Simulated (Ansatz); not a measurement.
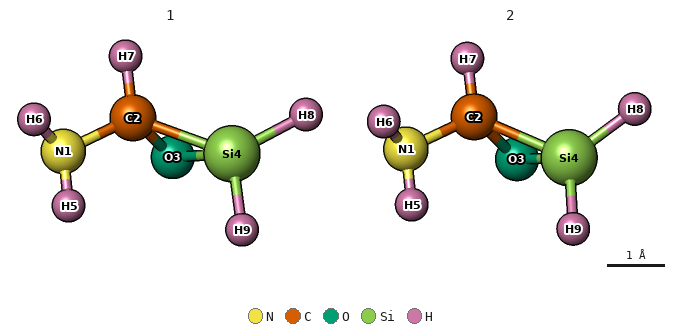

Two geometries of CH5NOSi, drawn at one scale. One is the start of a relaxation, the other its converged end. A ball-and-stick model, seen at a tilt.

All numbers below come from RKS PBE/def2-SVP in Ansatz 0.2.0. Settings: no spin polarisation; force threshold 0.015 eV/Å; at most 40 steps.

**Which one is relaxed?**

Structure 1 is the relaxed one. The run prepares an end point of a later path (torsion) calculation, from a guessed geometry. H8 moves most after the best rigid fit: 0.25 Å. Largest moves by element: H 0.25 Å, Si 0.12 Å, O 0.09 Å, N 0.07 Å, C 0.03 Å. Among the contacts that change: O3–Si4 1.635 → 1.738 Å, C2–O3 1.514 → 1.431 Å, Si4–H8 1.447 → 1.504 Å, C2–Si4 1.850 → 1.896 Å. Among the angles between lasting bonds that change: C2–Si4–H8 119.3° → 128.2°, H8–Si4–H9 119.7° → 112.5°, O3–C2–H7 108.7° → 114.3°. After 6 accepted moves (8 points after the start) the energy has fallen by 7.91 kcal/mol. Largest force component: 1.8 eV/Å at the start, 0.011 eV/Å at the end. The line search rejected the trial steps at points 3, 5 of the run.
